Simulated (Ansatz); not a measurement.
**Geometry relaxation of C$_{2}$H$_{7}$BO$_{2}$ (part 1 of 2)**

The run: geometry relaxation of C$_{2}$H$_{7}$BO$_{2}$, SMILES OBCCO. Method and program: RKS PBE/def2-SVP (Ansatz 0.2.0).

It belongs to a series of runs on one base structure; here: end point A relaxed. Figures and captions count atoms from 1; the log counts them from 0 in places.

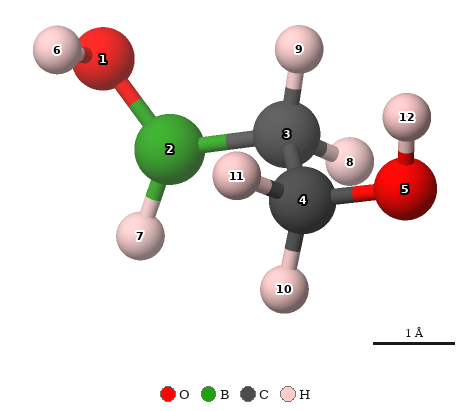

**Figure 1.** The structure as given in the input (ball-and-stick view, seen at a tilt; atoms are numbered from 1 in the order of the input). Bond lengths as drawn: B–C 1.57 Å, B–H 1.17 Å, B–O 1.40 Å, C–C 1.62 Å, C–H 1.09 to 1.15 Å, C–O 1.35 Å and H–O 1.00 to 1.01 Å.

Summary

| quantity | value |
| --- | --- |
| outcome | converged |
| total energy | −6945.8071 eV |
| mean-field energy | −6945.8071 eV |
| largest force (length of the vector) at the end | 0.013 eV/Å |
| hardware | 2 threads of Arm Neoverse V2, 24 GiB of memory available, shared host |
| wall time | 38 s (CPU time 73 s) |
| peak memory | 0.13 GiB |

The input
```yaml
crystal:
  periodic: [false, false, false]
  atoms:
    - { symbol: O, position_ang: [-2.1483, 1.2777, -0.1744] }
    - { symbol: B, position_ang: [-1.5025, 0.0796, 0.1411] }
    - { symbol: C, position_ang: [-0.1624, -0.2834, -0.6006] }
    - { symbol: C, position_ang: [1.0866, -0.4045, 0.4186] }
    - { symbol: O, position_ang: [2.2017, -0.7724, -0.2533] }
    - { symbol: H, position_ang: [-1.832, 2.006, 0.4468] }
    - { symbol: H, position_ang: [-1.9287, -0.6516, 0.9495] }
    - { symbol: H, position_ang: [-0.223, -1.2284, -1.1352] }
    - { symbol: H, position_ang: [0.1164, 0.5267, -1.2823] }
    - { symbol: H, position_ang: [0.7752, -1.2119, 1.1816] }
    - { symbol: H, position_ang: [1.1405, 0.5399, 1.0021] }
    - { symbol: H, position_ang: [2.5533, 0.0671, -0.6599] }
basis:
  gaussian: { orbitals: def2-SVP }
hamiltonian:
  xc: pbe
relax:
  f_tol: 0.015
  max_steps: 40
```

Launched with:
```bash
ansatz run input.yaml --threads 2 --pin off --max-ram 3072MiB --backend cpu --events-out ev --progress --plain --runs-dir out
```

Log
```
The last accepted step is kept in [file] (removed where the run ends without a failure and the disk answers)
Engine: ansatz 0.2.0, aarch64-unknown-linux-gnu
Functional definition: PBE
  parameter kappa = 0.804
  parameter beta = 0.06672455060314922
  exchange = pbe_x(kappa = kappa, mu = beta*pi^2/3)
  correlation = pbe_c(beta = beta)
1162 factors; their error is unknown
mean field evaluation 1: about -6933.0693 eV, gradient 7.4e1 eV
mean field evaluation 2: about -6905.5105 eV, gradient 1.3e2 eV
mean field evaluation 4: about -6944.6067 eV, gradient 8.9e0 eV
mean field evaluation 8: about -6944.7850 eV, gradient 2.5e-1 eV
mean field evaluation 16: about -6944.7411 eV, gradient 3.4e-4 eV
mean field -6944.74110484 eV, -255.2145282884 hartree, gradient 2.2e-5 eV, S^2 0.000000; 0 other end points of the search recorded, 0 dependent functions left out
the calculation of the forces begins
reference -6944.74113860 eV, -255.2145295290 hartree; 20, 20 occupied and 85, 85 virtual orbitals, 1162 factors
relax step   1: F+E_penalty+E_count = -6944.74110484 eV  Δ(F+E_penalty+E_count) = +0.000e0 eV  max|allowed force component| = 3.602e0 eV/Å  Δτ_max = 0.0000 Å  (29 SCF iters, accepted)
these checks for a lower state are left out or cut short: starts, cluster_reference, orbital_swaps, neighbouring_geometries, increment
1162 factors; their error is unknown
mean field -6945.04154004 eV, -255.2255690781 hartree, gradient 1.1e-5 eV, S^2 0.000000; 0 other end points of the search recorded, 0 dependent functions left out
[... from here on the field's lines of each further geometry are left out, up to the last ...]
relax step   2: F+E_penalty+E_count = -6945.04154004 eV  Δ(F+E_penalty+E_count) = -3.004e-1 eV  max|allowed force component| = 1.696e0 eV/Å  Δτ_max = 0.1943 Å  (29 SCF iters, accepted)
relax step   3: F+E_penalty+E_count = -6945.30922246 eV  Δ(F+E_penalty+E_count) = -2.677e-1 eV  max|allowed force component| = 1.175e0 eV/Å  Δτ_max = 0.1948 Å  (35 SCF iters, accepted)
relax step   4: F+E_penalty+E_count = -6945.28416702 eV  Δ(F+E_penalty+E_count) = +2.506e-2 eV  max|allowed force component| = 3.361e0 eV/Å  Δτ_max = 0.1952 Å  (36 SCF iters, rejected (line search))
relax step   5: F+E_penalty+E_count = -6945.46360919 eV  Δ(F+E_penalty+E_count) = -1.544e-1 eV  max|allowed force component| = 7.912e-1 eV/Å  Δτ_max = 0.0947 Å  (30 SCF iters, accepted)
relax step   6: F+E_penalty+E_count = -6945.59041201 eV  Δ(F+E_penalty+E_count) = -1.268e-1 eV  max|allowed force component| = 1.264e0 eV/Å  Δτ_max = 0.0977 Å  (30 SCF iters, accepted)
relax step   7: F+E_penalty+E_count = -6945.71045480 eV  Δ(F+E_penalty+E_count) = -1.200e-1 eV  max|allowed force component| = 6.681e-1 eV/Å  Δτ_max = 0.1500 Å  (29 SCF iters, accepted)
relax step   8: F+E_penalty+E_count = -6945.76771382 eV  Δ(F+E_penalty+E_count) = -5.726e-2 eV  max|allowed force component| = 4.331e-1 eV/Å  Δτ_max = 0.2000 Å  (29 SCF iters, accepted)
relax step   9: F+E_penalty+E_count = -6945.77957528 eV  Δ(F+E_penalty+E_count) = -1.186e-2 eV  max|allowed force component| = 3.375e-1 eV/Å  Δτ_max = 0.2000 Å  (29 SCF iters, accepted)
relax step  10: F+E_penalty+E_count = -6945.79529796 eV  Δ(F+E_penalty+E_count) = -1.572e-2 eV  max|allowed force component| = 1.351e-1 eV/Å  Δτ_max = 0.0796 Å  (29 SCF iters, accepted)
relax step  11: F+E_penalty+E_count = -6945.79542742 eV  Δ(F+E_penalty+E_count) = -1.295e-4 eV  max|allowed force component| = 1.673e-1 eV/Å  Δτ_max = 0.0419 Å  (31 SCF iters, accepted)
relax step  12: F+E_penalty+E_count = -6945.79948010 eV  Δ(F+E_penalty+E_count) = -4.053e-3 eV  max|allowed force component| = 6.707e-2 eV/Å  Δτ_max = 0.0742 Å  (30 SCF iters, accepted)
relax step  13: F+E_penalty+E_count = -6945.80209351 eV  Δ(F+E_penalty+E_count) = -2.613e-3 eV  max|allowed force component| = 1.085e-1 eV/Å  Δτ_max = 0.0665 Å  (30 SCF iters, accepted)
relax step  14: F+E_penalty+E_count = -6945.80380334 eV  Δ(F+E_penalty+E_count) = -1.710e-3 eV  max|allowed force component| = 1.071e-1 eV/Å  Δτ_max = 0.0868 Å  (29 SCF iters, accepted)
relax step  15: F+E_penalty+E_count = -6945.80501311 eV  Δ(F+E_penalty+E_count) = -1.210e-3 eV  max|allowed force component| = 4.444e-2 eV/Å  Δτ_max = 0.0128 Å  (32 SCF iters, accepted)
relax step  16: F+E_penalty+E_count = -6945.80527369 eV  Δ(F+E_penalty+E_count) = -2.606e-4 eV  max|allowed force component| = 7.196e-2 eV/Å  Δτ_max = 0.0416 Å  (29 SCF iters, accepted)
relax step  17: F+E_penalty+E_count = -6945.80501639 eV  Δ(F+E_penalty+E_count) = +2.573e-4 eV  max|allowed force component| = 1.833e-1 eV/Å  Δτ_max = 0.0763 Å  (30 SCF iters, rejected (line search))
relax step  18: F+E_penalty+E_count = -6945.80659853 eV  Δ(F+E_penalty+E_count) = -1.325e-3 eV  max|allowed force component| = 1.585e-2 eV/Å  Δτ_max = 0.0381 Å  (30 SCF iters, accepted)
relax step  19: F+E_penalty+E_count = -6945.80691380 eV  Δ(F+E_penalty+E_count) = -3.153e-4 eV  max|allowed force component| = 5.494e-2 eV/Å  Δτ_max = 0.0542 Å  (30 SCF iters, accepted)
relax step  20: F+E_penalty+E_count = -6945.80701655 eV  Δ(F+E_penalty+E_count) = -1.027e-4 eV  max|allowed force component| = 1.736e-2 eV/Å  Δτ_max = 0.0082 Å  (31 SCF iters, accepted)
the calculation of the forces begins
reference -6945.80710301 eV, -255.2537029986 hartree; 20, 20 occupied and 85, 85 virtual orbitals, 1162 factors
relax step  21: F+E_penalty+E_count = -6945.80706995 eV  Δ(F+E_penalty+E_count) = -5.340e-5 eV  max|allowed force component| = 1.043e-2 eV/Å  Δτ_max = 0.0143 Å  (31 SCF iters, accepted)
```

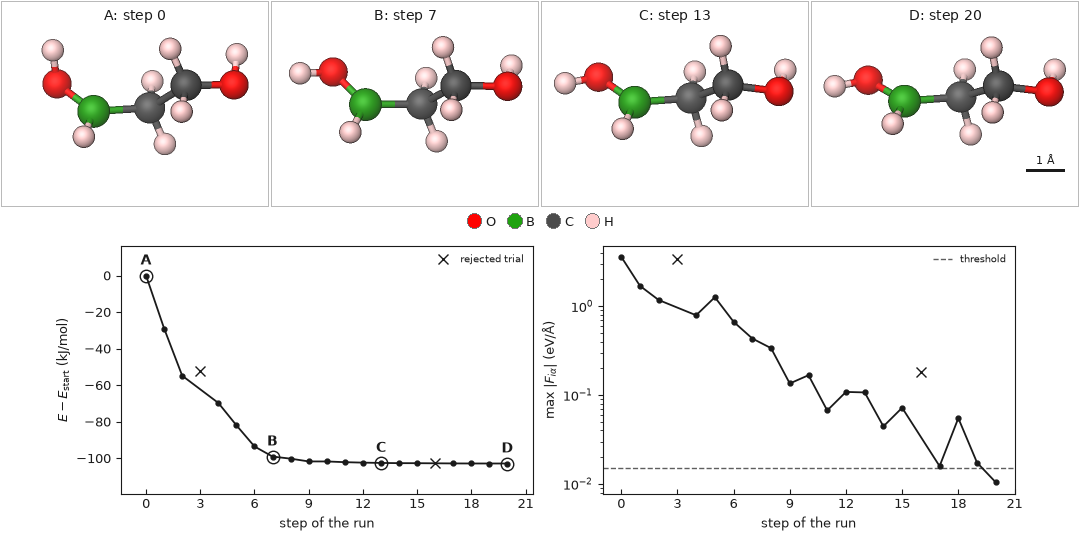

**Figure 2.** Frames of the relaxation (ball-and-stick view, seen at a tilt) above the curves, on which the letters mark them (the first geometry is step 0 here and step 1 in the log).

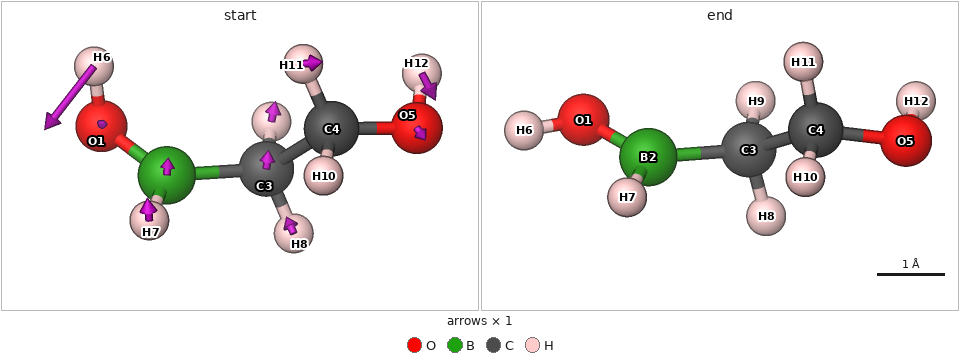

**Figure 3.** Before (left) and after (right) the relaxation, at one scale (ball-and-stick view, seen at a tilt). The pink arrows give the displacements, at true length. H6 moves most after the best rigid fit: 1.23 Å. Largest moves by element: H 1.23 Å, C 0.30 Å, B 0.27 Å, O 0.25 Å. Among the contacts that change: C3–C4 1.617 → 1.533 Å, C4–O5 1.353 → 1.418 Å, B2–H7 1.170 → 1.228 Å, C4–H10 1.154 → 1.111 Å. Among the angles that change: B2–C3–H8 112.6° → 105.7°, C4–C3–H9 104.6° → 111.0°, O5–C4–H11 116.9° → 111.5°. The energy falls by 102.8 kJ/mol in 20 geometry steps. The largest force component goes from 3.6 to 0.01 eV/Å. The line search rejected the trial steps at points 3, 16 (counted from 0) and went back. (Atoms are counted from 1 in the order of the input.)

```
1162 factors; their error is unknown
mean field -6945.80706995 eV, -255.2537017835 hartree, gradient 2.0e-5 eV, S^2 0.000000; 1 other end points of the search recorded, 0 dependent functions left out
the calculation of the forces begins
reference -6945.80710301 eV, -255.2537029986 hartree; 20, 20 occupied and 85, 85 virtual orbitals, 1162 factors
Total energy: -6945.80710301 eV, -255.2537029986 hartree
Atom 0 at    -2.092681     1.368388    -0.241784 Å, force    -0.001713    -0.002854     0.004719 eV/Å
Atom 1 at    -1.361636     0.315172     0.223568 Å, force    -0.010430     0.002624    -0.007353 eV/Å
Atom 2 at    -0.014915    -0.063859    -0.498215 Å, force     0.002008    -0.001521     0.004316 eV/Å
Atom 3 at     1.147347    -0.445043     0.426362 Å, force     0.005813     0.003856     0.002154 eV/Å
Atom 4 at     2.250333    -1.025613    -0.249449 Å, force     0.004209    -0.006919    -0.005889 eV/Å
Atom 5 at    -2.921156     1.489860     0.255886 Å, force     0.001764     0.000529    -0.001336 eV/Å
Atom 6 at    -1.779799    -0.331022     1.179895 Å, force     0.000938     0.002258    -0.000075 eV/Å
Atom 7 at    -0.248803    -0.962045    -1.120643 Å, force    -0.000944     0.003442    -0.000871 eV/Å
Atom 8 at     0.287856     0.737111    -1.209715 Å, force    -0.000138    -0.002230    -0.002877 eV/Å
Atom 9 at     0.808591    -1.206156     1.161320 Å, force     0.002898    -0.002657    -0.000027 eV/Å
Atom 10 at     1.457747     0.448476     1.025673 Å, force    -0.001399     0.003147     0.004718 eV/Å
Atom 11 at     2.543917    -0.380468    -0.918897 Å, force    -0.003003     0.000325     0.002520 eV/Å
Dipole moment:    -0.342077     0.310821     0.011903 e Å
```

Trajectory as extended XYZ (Å, eV, eV/Å), 18 of the 21 frames kept, from step=1 to step=21
```
12
Properties=species:S:1:pos:R:3:forces:R:3 step=1 energy=-6944.74111
O    -2.1483    1.2777   -0.1744    0.6905   0.8333   1.3445
B    -1.5025    0.0796    0.1411    0.6718   0.9850  -1.4111
C    -0.1624   -0.2834   -0.6006    0.6456   0.7053   1.5566
C     1.0866   -0.4045    0.4186   -3.6023  -0.9155   0.6670
O     2.2017   -0.7724   -0.2533    2.2301   0.7104  -0.8019
H    -1.8320    2.0060    0.4468   -0.7555  -0.9622  -0.9570
H    -1.9287   -0.6516    0.9495   -0.6990  -0.7699   1.0479
H    -0.2230   -1.2284   -1.1352    0.0335  -0.6796  -0.3695
H     0.1164    0.5267   -1.2823   -0.0129   0.2569  -0.6290
H     0.7752   -1.2119    1.1816    0.6542   0.6534  -0.7056
H     1.1405    0.5399    1.0021    0.3226   0.2021   0.0607
H     2.5533    0.0671   -0.6599   -0.1786  -1.0191   0.1973
12
Properties=species:S:1:pos:R:3:forces:R:3 step=2 energy=-6945.04154
O    -2.1478    1.3138   -0.1761    0.8841   0.7380   1.0198
B    -1.4820    0.1260    0.1237   -0.0147   0.3291  -0.5146
C    -0.1394   -0.2576   -0.6063    0.6041  -0.0230   0.5568
C     1.0770   -0.4201    0.4063   -1.6956   0.1075   0.3493
O     2.2633   -0.7910   -0.2022    0.8199   0.2931  -0.4647
H    -2.0030    2.0014    0.5389   -0.6526  -0.9144  -0.8439
H    -1.9598   -0.6279    0.9425   -0.1202  -0.1683   0.4375
H    -0.2120   -1.2400   -1.1071   -0.1281  -0.1746  -0.2022
H     0.1266    0.5112   -1.3618    0.0317  -0.0106  -0.0858
H     0.8135   -1.2027    1.1724    0.1401   0.1948  -0.4126
H     1.1522    0.5293    0.9897    0.2246   0.0983   0.0405
H     2.5882    0.0025   -0.6861   -0.0933  -0.4698   0.1200
12
Properties=species:S:1:pos:R:3:forces:R:3 step=3 energy=-6945.30922
O    -2.0514    1.3754   -0.1873    1.1748  -0.9054  -0.8263
B    -1.4565    0.1519    0.1038   -0.2078   0.3734   0.0909
C    -0.1155   -0.2607   -0.6096    0.0028  -0.2403  -0.2925
C     1.0524   -0.4079    0.4032   -0.2854   0.2377   0.0726
O     2.2742   -0.7897   -0.1856   -0.0661  -0.4685   0.2581
H    -2.1615    1.9034    0.5959   -0.9124   0.4976   1.0087
H    -1.9519   -0.5720    0.9784    0.1346   0.2114   0.0043
H    -0.2197   -1.2523   -1.1112    0.0134   0.0840  -0.0094
H     0.1556    0.4893   -1.3900   -0.0173  -0.0766   0.0758
H     0.8022   -1.1939    1.1429   -0.0290  -0.0839   0.0303
H     1.1611    0.5399    0.9936    0.0159  -0.0356  -0.0476
H     2.5877   -0.0384   -0.7001    0.1765   0.4061  -0.3648
12
Properties=species:S:1:pos:R:3:forces:R:3 step=5 energy=-6945.46361
O    -1.9871    1.3983   -0.1998    0.7912  -0.0131   0.6560
B    -1.4358    0.1643    0.1085   -0.2047   0.3105   0.0174
C    -0.1089   -0.2716   -0.6150   -0.1266  -0.1822  -0.3049
C     1.0436   -0.4077    0.4031    0.0623   0.1307  -0.0273
O     2.2749   -0.7923   -0.1806   -0.0036  -0.1188   0.0964
H    -2.2481    1.8727    0.6191   -0.6347  -0.3585  -0.3924
H    -1.9431   -0.5432    0.9923    0.1484   0.2781  -0.0351
H    -0.2230   -1.2595   -1.1207    0.0457   0.0748   0.0317
H     0.1622    0.4801   -1.3924   -0.0074  -0.0621   0.0453
H     0.7963   -1.1967    1.1384   -0.0393  -0.0918   0.0859
H     1.1582    0.5404    0.9921   -0.0432  -0.0435  -0.0521
H     2.5874   -0.0402   -0.7109    0.0118   0.0757  -0.1211
```
